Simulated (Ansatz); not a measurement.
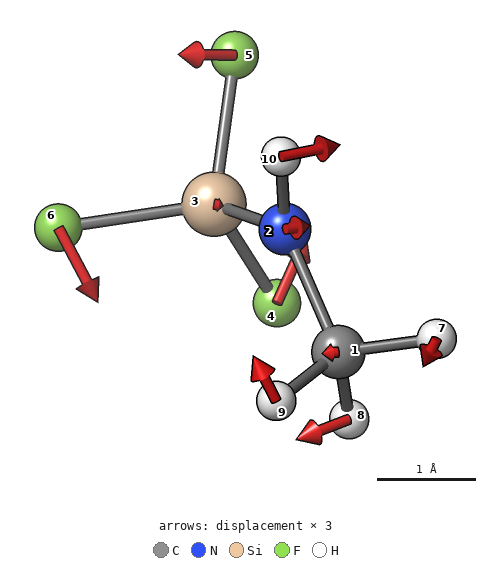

A relaxation of CH$_{4}$F$_{3}$NSi. The starting structure is drawn; red arrows show the displacements, 3 times their true length. The two geometries are superimposed by the best rigid fit.

Style: ball-and-stick. Shown from a free direction.

The start comes from PBE-D4/def2-SVP.

Theory: Ansatz, RKS PBE0-D4/def2-TZVP.

Input
```yaml
crystal:
  periodic: [false, false, false]
  atoms:
    - {symbol: C, position_ang: [0.216019, -1.096803, 0.904925]}
    - {symbol: N, position_ang: [0.587056, 0.131442, 0.213466]}
    - {symbol: Si, position_ang: [-0.370119, 0.955490, -0.916322]}
    - {symbol: F, position_ang: [-1.319249, -0.110696, -1.678705]}
    - {symbol: F, position_ang: [0.570086, 1.738811, -1.973432]}
    - {symbol: F, position_ang: [-1.369588, 2.088978, -0.327469]}
    - {symbol: H, position_ang: [1.036709, -1.845123, 0.874029]}
    - {symbol: H, position_ang: [-0.656163, -1.551188, 0.396415]}
    - {symbol: H, position_ang: [-0.060686, -0.935349, 1.970997]}
    - {symbol: H, position_ang: [1.448937, 0.573337, 0.538997]}
basis:
  gaussian: {orbitals: def2-TZVP}
hamiltonian: {xc: pbe0, dispersion: d4}
relax: {f_tol: 0.005, max_steps: 150}
```

### What happened in the run?

The largest move after the best rigid fit is that of F6, 0.30 Å. By element the largest moves are F 0.30 Å, H 0.24 Å, N 0.11 Å, C 0.06 Å, Si 0.04 Å. Some distances before and after: Si3–F4 1.618 → 1.577 Å, N2–Si3 1.695 → 1.670 Å, C1–H7 1.111 → 1.093 Å, N2–H10 1.022 → 1.006 Å. Bond angles that change, for instance: N2–Si3–F4 109.0° → 111.1°. The energy falls by 13.6 kJ/mol in 12 geometry steps. The largest force component goes from 1.1 to 0.0042 eV/Å. The run took roughly 3 core-minutes on a shared host.
